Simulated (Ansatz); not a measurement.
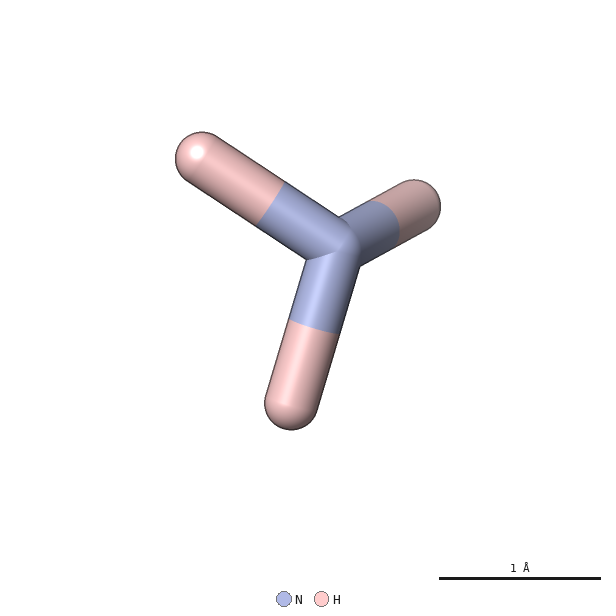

Computed geometry: PBE0-D4/def2-TZVP optimisation.

Question: What is the molecular formula?

Answer: NH₃, 4 atoms: 1 nitrogen and 3 hydrogen.

Question: Count the bonded pairs by element.

Answer: 3 N–H. Sticks follow a distance rule.

Question: Which point group does it belong to?

Answer: C3v.

Question: How many sets of symmetry-equivalent atoms are there?

Answer: 2: 1 N, 3 H.

More results for the same structure follow; atom numbers are the same in all pictures, views and colours differ.

### Shape

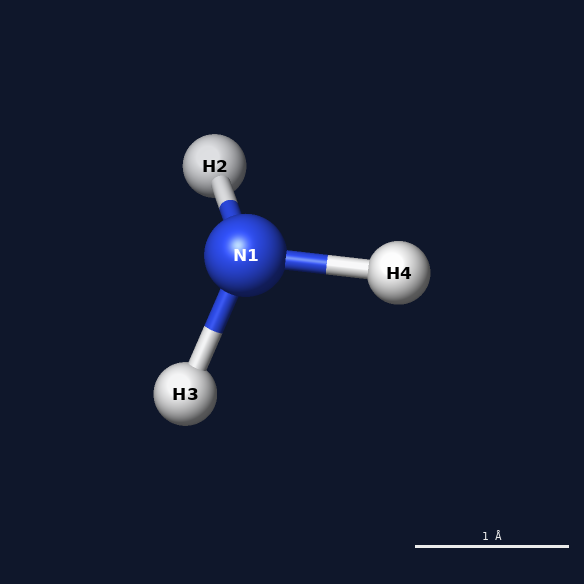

Atoms carry their numbers in the input.

Question: What is the geometry at N1?

Answer: N1 has 3 neighbours (H2 at 1.01, H3 at 1.01, H4 at 1.01 Å); the arrangement is trigonal pyramidal.

### Electronic properties

Method: RKS PBE0-D4/def2-TZVPP (Ansatz 0.2.0).

Computed properties:

- HOMO energy (Kohn–Sham orbital): −7.58 eV
- LUMO energy (Kohn–Sham orbital): 1.03 eV
- HOMO–LUMO gap: 8.62 eV

### Charges

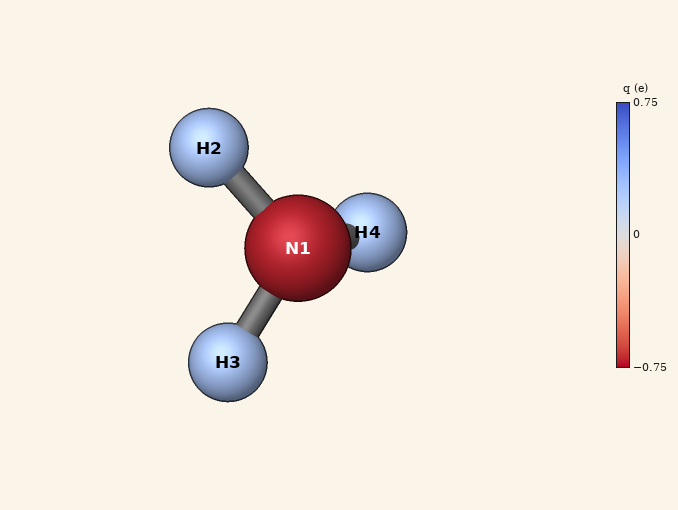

Atoms are coloured by their Mulliken charges. Method: RKS PBE0-D4/def2-TZVP (Ansatz 0.2.0).

Give the Mulliken charges atom by atom.

| atom | value (e) |
| --- | --- |
| N1 | −0.70 |
| H2 | 0.23 |
| H3 | 0.23 |
| H4 | 0.23 |

### Thermal motion

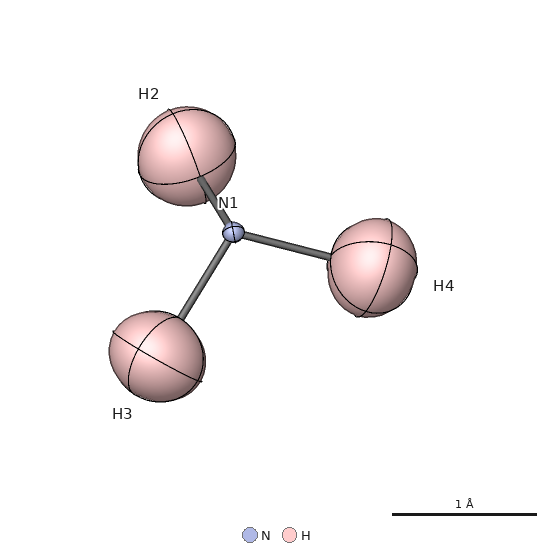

Displacement ellipsoids at the 50 % level, enlarged 3 times, from the internal vibrations of the free molecule (harmonic, no overall translation or rotation; no half-axis is drawn under 0.075 Å). Vibrations computed with RKS PBE0-D4/def2-TZVP (Ansatz 0.2.0). Temperature: 600 K.

Give the displacement parameters, one line for each set of equivalent atoms.

```tsv
atom	U_eq (Å²)	rms amplitudes (Å)
N1	0.00012	0.008, 0.008, 0.015
H2, H3, H4	0.0054	0.066, 0.076, 0.079
```

Mulliken values depend strongly on the basis set and can even reverse the polarity of a bond.
